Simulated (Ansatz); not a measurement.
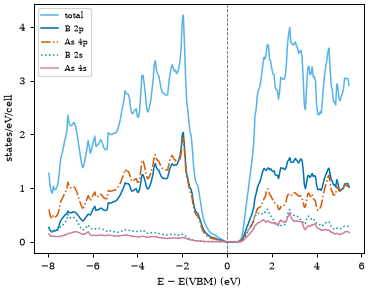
Total and projected density of states of BAs in space group P6_222 (No. 180; B on 3d, As on 3c), DFT-PBE in the program Ansatz with PAW potentials

**Question.** Which orbitals carry the states next to the gap?

**Answer.** Top 1 eV of the valence band: B 2p 54 %, As 4p 41 %. Bottom 1 eV of the conduction band: B 2p 36 %, As 4p 22 %, B 2s 20 %, As 4s 13 %, outside the projected shells 9 %. Projections are on Löwdin-orthogonalised atomic valence shells; empty p or d shells of many metals are not among them.

**Question.** Where is the tallest occupied peak in this window, and what makes it?

**Answer.** Near -1.9 eV, about 4.2 states/eV per cell; the largest projected share is B 2p.

The start of the workflow was typed in or built on a structure type; neither database checked (COD, Materials Project) lists it. It is not the phase usual at ambient conditions (space group No. 216). The PBE relaxation kept the symmetry of its start; whether a distortion lowers the energy is not shown. Its formation energy is positive at this level, so the cell may be metastable or incomplete. Scalar-relativistic: spin–orbit coupling is off unless named, which matters more the heavier the elements.

Potentials: the later of the program's two PAW sets.
